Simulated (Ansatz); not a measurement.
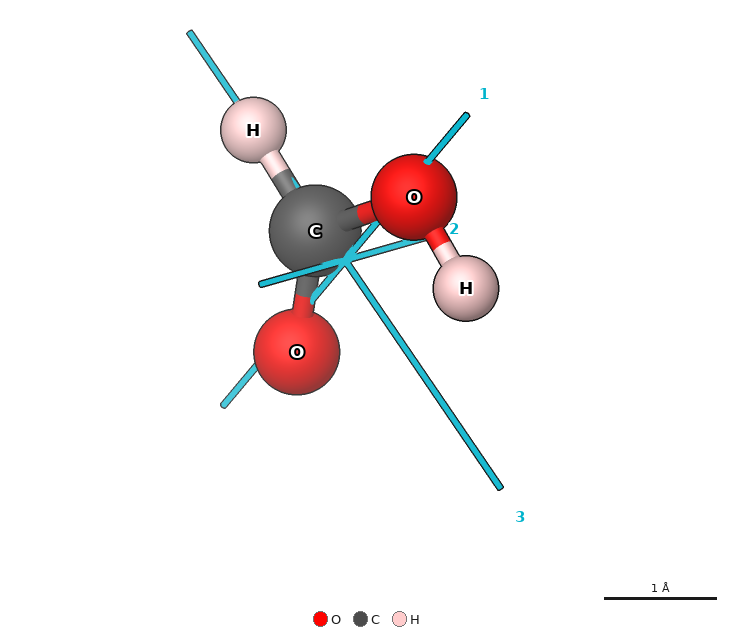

The three principal axes of inertia are drawn and numbered. Depth is shown by fading: the farther an atom, the more it takes the colour of the background. The computed structure is the end point of a PBE0-D4/def2-TZVP optimisation. No frequency run is at hand to confirm it as a minimum. Masses are those of the most abundant isotopes; constants are for the rigid equilibrium geometry.

**Which line is the a axis (least moment of inertia), which b and which c?**

a is line 1, b is line 3, c is line 2; the moments are 6.45, 41.4, 47.9 u Å².

**Classify the rotor and give the rotational constants (cm⁻¹).**

An asymmetric top (Cs): A = 2.61, B = 0.407, C = 0.352 cm⁻¹. Ray's parameter κ is −0.95, close to the prolate limit.
